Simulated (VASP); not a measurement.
Band structure of TlCl (CsCl type). These are PW91 GGA, VASP's PBE PAW potentials (set 64) (plane waves; VASP) values and carry that method's errors.

Unless said otherwise, spin-orbit coupling is left out, though it shifts the bands of the heavy elements here.

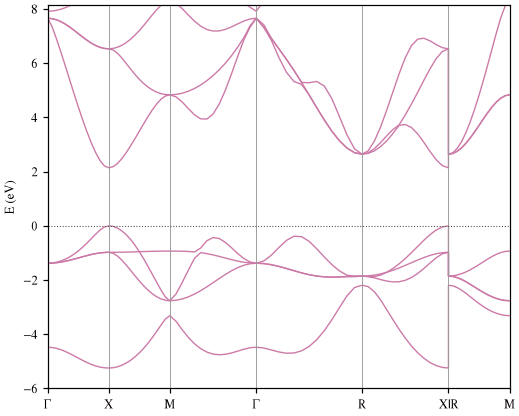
*Bands along high-symmetry lines, zero at the valence-band maximum or, without a gap, the Fermi level*

Q: Read the plot: is there a gap, and where are the band edges?

A: The gap is direct, 2.14 eV, from the valence maximum at X to the conduction minimum at X. (Edges off the drawn lines would not show.)

The compound is TlCl in the CsCl type structure. It was relaxed first.
